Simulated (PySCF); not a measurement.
## Energy and gradient calculation of BSiH4SO (part 1 of 2)

System: BSiH4SO, multiplicity 2.
Method: HF/def2-SVP, UHF (PySCF 2.14.0).

The geometry comes from this level: PBE0-D4/def2-TZVP. Figures and captions count atoms from 1; the log counts them from 0 in places.

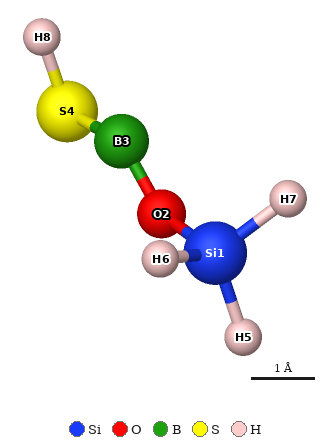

The structure as given in the input (ball-and-stick view, seen at a tilt; atoms are numbered from 1 in the order of the input).

## Summary

| quantity | value |
| --- | --- |
| outcome | converged |
| total energy | −788.103476 hartree |
| basis functions | 84 |
| largest force | 0.437 eV/Å |
| ⟨S²⟩ | 0.755 |
| dipole moment | 1.55 D |
| hardware | 1 thread of Arm Neoverse V2, 24 GiB of memory available, shared host |
| wall time | 4.5 s |
| peak memory | 0.17 GiB |

The record of the run, not the program, notes: logged alpha LUMO and gap are faulty.

## The input (input.py)
```python
# [SiH3]O[B]S
from pyscf import gto, scf

mol = gto.M(
    atom='''
Si  -0.896700   1.222300   0.197300
O    0.326700   0.229500  -0.338300
B    0.609900  -1.041700  -0.050600
S    2.000400  -1.927800  -0.762700
H   -0.669300   2.536800  -0.442200
H   -0.830500   1.341000   1.673300
H   -2.205800   0.661700  -0.213900
H    1.757600  -3.079000  -0.118600
''',
    basis='def2-svp',
    spin=1,
    verbose=4,
    max_memory=1860,
)

hf = scf.UHF(mol)
hf.conv_tol = 1e-10
hf.kernel()
if not hf.converged:
    hf = hf.newton().run(hf.mo_coeff, hf.mo_occ)

e_final = hf.e_tot
print(f'total energy: {e_final:.8f} hartree')
grad = hf.nuc_grad_method().kernel()
hf.analyze()
```

Launched with:
```bash
OMP_NUM_THREADS=1 python input.py
```

## The program's output
```
PySCF version 2.14.0

[INPUT] num. atoms = 8
[INPUT] num. electrons = 47
[INPUT] charge = 0
[INPUT] spin (= nelec alpha-beta = 2S) = 1
[INPUT] symmetry False subgroup None
[INPUT] Mole.unit = angstrom
[INPUT] Symbol           X                Y                Z      unit          X                Y                Z       unit  Magmom
[INPUT]  1 Si    -0.896700000000   1.222300000000   0.197300000000 AA   -1.694517415897   2.309812242056   0.372842964377 Bohr   0.0
[INPUT]  2 O      0.326700000000   0.229500000000  -0.338300000000 AA    0.617373524895   0.433692145588  -0.639294347940 Bohr   0.0
[INPUT]  3 B      0.609900000000  -1.041700000000  -0.050600000000 AA    1.152543963372  -1.968527703959  -0.095620141903 Bohr   0.0
[INPUT]  4 S      2.000400000000  -1.927800000000  -0.762700000000 AA    3.780208139580  -3.643014022937  -1.441294115206 Bohr   0.0
[INPUT]  5 H     -0.669300000000   2.536800000000  -0.442200000000 AA   -1.264793695171   4.793857232797  -0.835636892283 Bohr   0.0
[INPUT]  6 H     -0.830500000000   1.341000000000   1.673300000000 AA   -1.569417546451   2.534122733042   3.162078724235 Bohr   0.0
[INPUT]  7 H     -2.205800000000   0.661700000000  -0.213900000000 AA   -4.168357885566   1.250431776625  -0.404212418044 Bohr   0.0
[INPUT]  8 H      1.757600000000  -3.079000000000  -0.118600000000 AA    3.321382636536  -5.818466737536  -0.224121518373 Bohr   0.0

nuclear repulsion = 178.487687057565
number of shells = 40
number of NR pGTOs = 148
number of NR cGTOs = 84
basis = def2-svp
ecp = {}

******** <class 'pyscf.scf.uhf.UHF'> ********
method = UHF
initial guess = minao
damping factor = 0
level_shift factor = 0
DIIS = <class 'pyscf.scf.diis.CDIIS'>
diis_start_cycle = 1
diis_space = 8
diis_damp = 0
SCF conv_tol = 1e-10
SCF conv_tol_grad = None
SCF max_cycles = 50
direct_scf = True
direct_scf_tol = 1e-13
number electrons alpha = 24  beta = 23
Set gradient conv threshold to 1e-05
init E= -788.332448167887
  alpha nocc = 24  HOMO = -0.0847464354234506  LUMO = 0.0760772643706507
  beta  nocc = 23  HOMO = -0.334907953542487  LUMO = -0.0847464354234506

WARN: HOMO -0.0847464354234506 >= LUMO -0.0847464354234506

cycle= 1 E= -788.002468970067  delta_E= 0.33  |g|= 0.383  |ddm|= 2.02
  alpha nocc = 24  HOMO = -0.307083740837102  LUMO = 0.133779239238696
  beta  nocc = 23  HOMO = -0.387094700891047  LUMO = 0.0542577892456908
  HOMO = -0.307083740837  LUMO = 0.0542577892457  gap/eV = 9.83260
cycle= 2 E= -788.077194218477  delta_E= -0.0747  |g|= 0.219  |ddm|= 0.53
  alpha nocc = 24  HOMO = -0.310174502064893  LUMO = 0.144242705093395
  beta  nocc = 23  HOMO = -0.391138274159906  LUMO = 0.0778751817960948
  HOMO = -0.310174502065  LUMO = 0.0778751817961  gap/eV = 10.55937
cycle= 3 E= -788.099143169434  delta_E= -0.0219  |g|= 0.0556  |ddm|= 0.195
  alpha nocc = 24  HOMO = -0.317706211925954  LUMO = 0.153445506460736
  beta  nocc = 23  HOMO = -0.389254727977145  LUMO = 0.0947723256429645
  HOMO = -0.317706211926  LUMO = 0.094772325643  gap/eV = 11.22411
cycle= 4 E= -788.102740007569  delta_E= -0.0036  |g|= 0.0172  |ddm|= 0.119
  alpha nocc = 24  HOMO = -0.325296894252777  LUMO = 0.151616697258105
  beta  nocc = 23  HOMO = -0.388111643304073  LUMO = 0.0934018595302657
  HOMO = -0.325296894253  LUMO = 0.0934018595303  gap/eV = 11.39337
cycle= 5 E= -788.103287155996  delta_E= -0.000547  |g|= 0.00804  |ddm|= 0.0502
  alpha nocc = 24  HOMO = -0.326354901721281  LUMO = 0.152571701148816
  beta  nocc = 23  HOMO = -0.389238233030002  LUMO = 0.0949199405199579
  HOMO = -0.326354901721  LUMO = 0.09491994052  gap/eV = 11.46347
cycle= 6 E= -788.103444242912  delta_E= -0.000157  |g|= 0.00336  |ddm|= 0.0305
  alpha nocc = 24  HOMO = -0.327057944855578  LUMO = 0.152749488407285
  beta  nocc = 23  HOMO = -0.388858541786249  LUMO = 0.0949796910273157
  HOMO = -0.327057944856  LUMO = 0.0949796910273  gap/eV = 11.48423
cycle= 7 E= -788.103469774753  delta_E= -2.55e-05  |g|= 0.00147  |ddm|= 0.0119
  alpha nocc = 24  HOMO = -0.327025219289032  LUMO = 0.152991877178268
  beta  nocc = 23  HOMO = -0.388975104320244  LUMO = 0.0950810388391647
  HOMO = -0.327025219289  LUMO = 0.0950810388392  gap/eV = 11.48610
cycle= 8 E= -788.10347505893  delta_E= -5.28e-06  |g|= 0.000524  |ddm|= 0.00534
  alpha nocc = 24  HOMO = -0.326995222639114  LUMO = 0.152972315015345
  beta  nocc = 23  HOMO = -0.389087256476849  LUMO = 0.094992642295074
  HOMO = -0.326995222639  LUMO = 0.0949926422951  gap/eV = 11.48287
cycle= 9 E= -788.103475754195  delta_E= -6.95e-07  |g|= 0.000185  |ddm|= 0.00183
  alpha nocc = 24  HOMO = -0.326957727699231  LUMO = 0.15300963312219
  beta  nocc = 23  HOMO = -0.389085799807471  LUMO = 0.095020735131309
  HOMO = -0.326957727699  LUMO = 0.0950207351313  gap/eV = 11.48262
cycle= 10 E= -788.103475839257  delta_E= -8.51e-08  |g|= 7.11e-05  |ddm|= 0.000666
  alpha nocc = 24  HOMO = -0.326968710386395  LUMO = 0.153002646956485
  beta  nocc = 23  HOMO = -0.389119598047359  LUMO = 0.0950134639083795
  HOMO = -0.326968710386  LUMO = 0.0950134639084  gap/eV = 11.48272
cycle= 11 E= -788.103475851724  delta_E= -1.25e-08  |g|= 2.38e-05  |ddm|= 0.000281
  alpha nocc = 24  HOMO = -0.326965317120608  LUMO = 0.15300616600995
  beta  nocc = 23  HOMO = -0.389119314910795  LUMO = 0.0950171919182394
  HOMO = -0.326965317121  LUMO = 0.0950171919182  gap/eV = 11.48273
cycle= 12 E= -788.103475853073  delta_E= -1.35e-09  |g|= 9.21e-06  |ddm|= 9.13e-05
  alpha nocc = 24  HOMO = -0.326966489484291  LUMO = 0.153005830093056
  beta  nocc = 23  HOMO = -0.389121401171491  LUMO = 0.0950167732823375
  HOMO = -0.326966489484  LUMO = 0.0950167732823  gap/eV = 11.48275
cycle= 13 E= -788.103475853293  delta_E= -2.2e-10  |g|= 4.37e-06  |ddm|= 3.25e-05
  alpha nocc = 24  HOMO = -0.326966109593233  LUMO = 0.153006175606879
  beta  nocc = 23  HOMO = -0.389121599263261  LUMO = 0.0950171614632249
  HOMO = -0.326966109593  LUMO = 0.0950171614632  gap/eV = 11.48275
cycle= 14 E= -788.103475853337  delta_E= -4.48e-11  |g|= 2.49e-06  |ddm|= 1.32e-05
  alpha nocc = 24  HOMO = -0.32696638459629  LUMO = 0.153006069909522
  beta  nocc = 23  HOMO = -0.389121621199941  LUMO = 0.0950170549197247
  HOMO = -0.326966384596  LUMO = 0.0950170549197  gap/eV = 11.48275
```

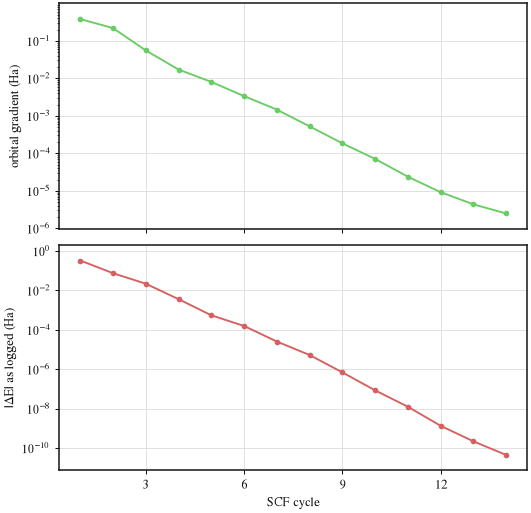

Convergence of the self-consistent field: orbital gradient and size of the energy change against the SCF cycle. The residual falls at every step.

```
Extra cycle  E= -788.103475853346  delta_E= -8.19e-12  |g|= 1.76e-06  |ddm|= 4e-06
converged SCF energy = -788.103475853346  <S^2> = 0.75523094  2S+1 = 2.0052241
total energy: -788.10347585 hartree

******** <class 'pyscf.grad.uhf.Gradients'> for <class 'pyscf.scf.uhf.UHF'> ********
unit = Eh/Bohr
--------------- UHF gradients ---------------
         x                y                z
0 Si     0.0028212677    -0.0066099558     0.0004925888
1 O    -0.0012477323     0.0067197573    -0.0017111814
2 B     0.0035427289    -0.0063131387    -0.0002200155
3 S    -0.0026838579     0.0079785460    -0.0011297227
4 H     0.0016000348     0.0017442936    -0.0018115789
5 H     0.0005616477     0.0000886444     0.0022273084
6 H    -0.0017807050    -0.0010829450    -0.0010198374
7 H    -0.0028133839    -0.0025252017     0.0031724387
----------------------------------------------
**** SCF Summaries ****
Total Energy =                        -788.103475853345685
Nuclear Repulsion Energy =             178.487687057565495
One-electron Energy =                -1444.271952265764639
Two-electron Energy =                  477.680789354853403
Two-electron Coulomb Energy =          536.733542767344488
DFT Exchange-Correlation Energy =      -59.052753412491086
HOMO-LUMO gap [eV] =                    11.482754266717585
**** MO energy ****
                             alpha | beta                alpha | beta
MO #1   energy= -91.9198053241168  | -91.9190472600056  occ= 1 | 1
MO #2   energy= -68.8007325895283  | -68.8006757494888  occ= 1 | 1
MO #3   energy= -20.5800835778791  | -20.5768106984818  occ= 1 | 1
MO #4   energy= -8.9564440070887   | -8.95560085978597  occ= 1 | 1
MO #5   energy= -7.68072042053639  | -7.66069955598404  occ= 1 | 1
MO #6   energy= -6.64510121584849  | -6.64349038238546  occ= 1 | 1
MO #7   energy= -6.64343163525878  | -6.64139328459902  occ= 1 | 1
MO #8   energy= -6.64101279360037  | -6.64061452399203  occ= 1 | 1
MO #9   energy= -6.16726227822118  | -6.16714070019777  occ= 1 | 1
MO #10  energy= -4.27872782927289  | -4.27875422950163  occ= 1 | 1
MO #11  energy= -4.27727683130892  | -4.27720280978519  occ= 1 | 1
MO #12  energy= -4.27726282758365  | -4.27719817415818  occ= 1 | 1
MO #13  energy= -1.36750765745901  | -1.35671191380307  occ= 1 | 1
MO #14  energy= -0.985775622957124 | -0.974997264420753 occ= 1 | 1
MO #15  energy= -0.803697512321847 | -0.798545664972208 occ= 1 | 1
MO #16  energy= -0.675490663997357 | -0.660312765483939 occ= 1 | 1
MO #17  energy= -0.62823320915757  | -0.605459347420369 occ= 1 | 1
MO #18  energy= -0.598361443679238 | -0.597465854884933 occ= 1 | 1
MO #19  energy= -0.563030825337963 | -0.543979674906831 occ= 1 | 1
MO #20  energy= -0.519577851000899 | -0.484604813677255 occ= 1 | 1
MO #21  energy= -0.488422208969271 | -0.483333484990092 occ= 1 | 1
MO #22  energy= -0.483532490617799 | -0.481385112621884 occ= 1 | 1
MO #23  energy= -0.387379325029459 | -0.389121621199941 occ= 1 | 1
MO #24  energy= -0.32696638459629  | 0.0950170549197247 occ= 1 | 0
MO #25  energy= 0.11934499312849   | 0.153006069909522  occ= 0 | 0
MO #26  energy= 0.144743057213617  | 0.154627180169519  occ= 0 | 0
MO #27  energy= 0.17444318422631   | 0.176386647862076  occ= 0 | 0
MO #28  energy= 0.199732107237574  | 0.203630885889599  occ= 0 | 0
MO #29  energy= 0.21202883674556   | 0.216126365051671  occ= 0 | 0
MO #30  energy= 0.238343585667342  | 0.239770451099687  occ= 0 | 0
MO #31  energy= 0.28462605810806   | 0.293448762585743  occ= 0 | 0
MO #32  energy= 0.322445551424014  | 0.347978315104157  occ= 0 | 0
MO #33  energy= 0.358866402987031  | 0.381065175618903  occ= 0 | 0
MO #34  energy= 0.390866392964145  | 0.395652938155624  occ= 0 | 0
MO #35  energy= 0.406084656329714  | 0.439948478315614  occ= 0 | 0
MO #36  energy= 0.433324157088864  | 0.467647826279358  occ= 0 | 0
MO #37  energy= 0.488263612042818  | 0.49854822184785   occ= 0 | 0
MO #38  energy= 0.496268143095003  | 0.521530621166306  occ= 0 | 0
MO #39  energy= 0.569911005151245  | 0.576751091735433  occ= 0 | 0
MO #40  energy= 0.603403041527735  | 0.616814112492277  occ= 0 | 0
MO #41  energy= 0.646659419476582  | 0.654080485819637  occ= 0 | 0
MO #42  energy= 0.663265825723944  | 0.665903734756186  occ= 0 | 0
MO #43  energy= 0.693827214333834  | 0.700654222140685  occ= 0 | 0
MO #44  energy= 0.700471008295805  | 0.70122835882704   occ= 0 | 0
MO #45  energy= 0.742309034814919  | 0.746001503787063  occ= 0 | 0
MO #46  energy= 0.76688226534189   | 0.772005800645959  occ= 0 | 0
MO #47  energy= 0.838541354452103  | 0.848578849616828  occ= 0 | 0
MO #48  energy= 0.84306507038951   | 0.850944857300435  occ= 0 | 0
MO #49  energy= 0.859740986437642  | 0.866919725414949  occ= 0 | 0
MO #50  energy= 0.932816758005647  | 0.96058857233218   occ= 0 | 0
MO #51  energy= 0.961307189462478  | 0.98204796614762   occ= 0 | 0
```
